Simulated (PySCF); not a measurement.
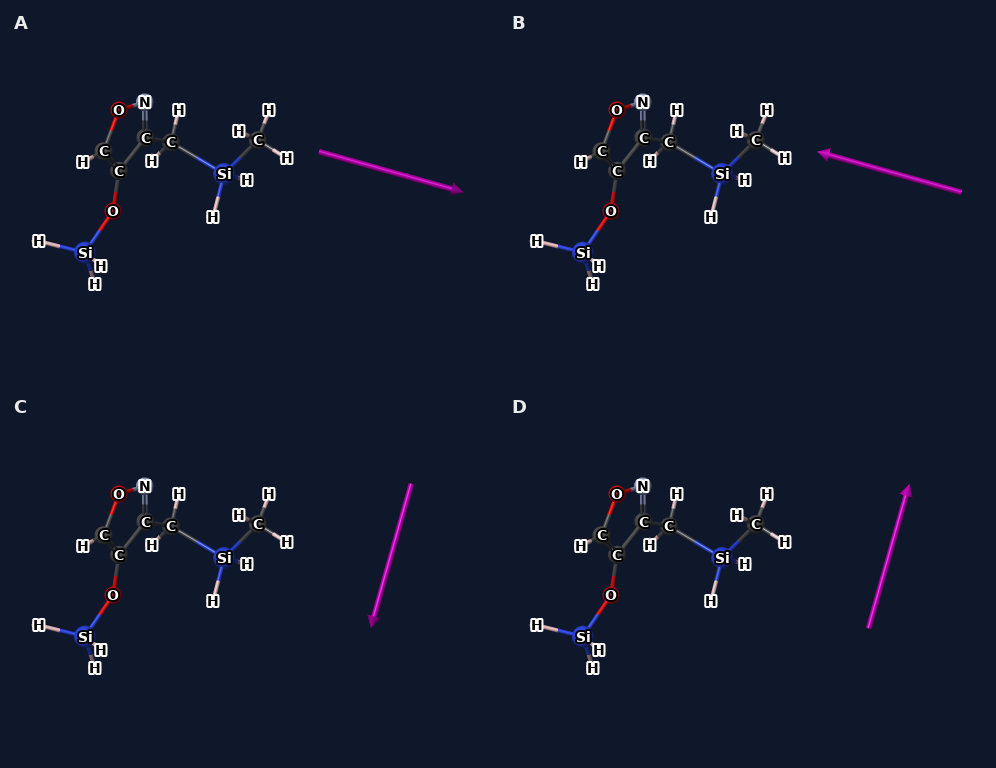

The same molecule four times, each with an arrow. Computed geometry: GFN2-xTB optimisation. No frequency run is at hand to confirm it as a minimum. Properties computed with PBE0/pcSseg-1, gas phase (PySCF 2.14.0).

Question: Which arrow points along the dipole moment, from the negative to the positive end?

Answer: C. The dipole moment is 3.06 D.

The geometry is semi-empirical. Around Si such bond lengths and angles can be off by a tenth of an ångström or more and by several degrees, and values that hang on the shape move with them.
